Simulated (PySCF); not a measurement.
C₅H₇FO₂Si

Input file:

```
{"job": {"kind": "uv", "xc": "CAM-B3LYP", "basis": "def2-SVPD", "nstates": 8, "ntriplets": 3}, "charge": 0, "multiplicity": 1}
C     -0.318450     2.926254     0.703518
C     -0.374165     1.810981     0.270719
C     -0.457278     0.478825    -0.281944
F     -1.718700     0.334652    -0.885844
C     -0.391267    -0.548335     0.875468
C     -0.708211    -1.916048     0.358773
O      0.103325    -2.685225    -0.090630
Si     0.918561     0.190834    -1.648268
O      1.939083    -0.951203    -1.151358
H     -0.253635     3.902170     1.082616
H      0.621215    -0.515759     1.281151
H     -1.114226    -0.266632     1.644191
H     -1.778738    -2.180688     0.383797
H      1.748455     1.380745    -1.721331
H      0.164605    -0.158031    -2.846892
H      1.611826    -1.793594    -0.804417
```

Command:

```sh
OMP_NUM_THREADS=1 python probes_run.py task.json out
```

Geometry: GFN2-xTB.

Computed with CAM-B3LYP/def2-SVPD, SCF density, gas phase in PySCF.

### Predict the electron density and electron localisation function between the atoms.

Si–O (1.61 Å): the density is about 1.2 e/Å³ at the midpoint; the ELF peaks at about 0.85 between the atoms (a polar covalent bond).
C–Si (1.96 Å): the density is about 0.89 e/Å³ at the midpoint; the ELF peaks at about 1 between the atoms: a shared electron pair.

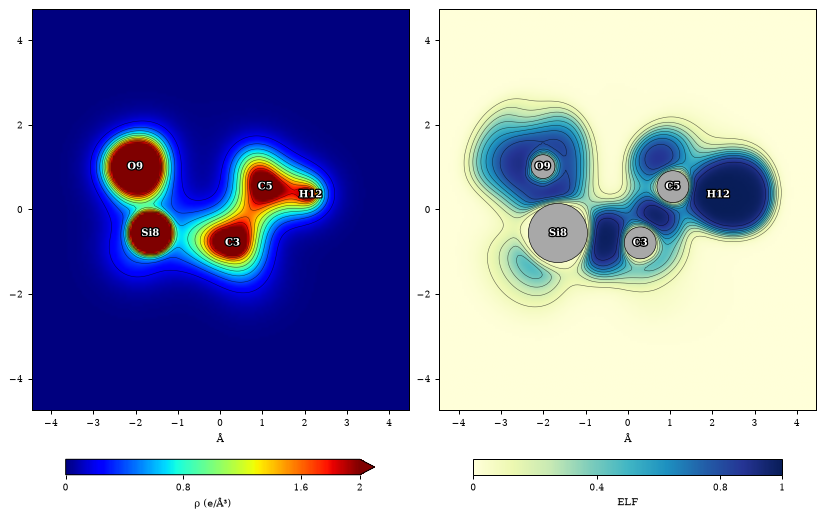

Computed electron density and electron localisation function on the plane of atoms C3, Si8 and O9, in this order. Grey discs cover the atomic cores in the ELF map. 
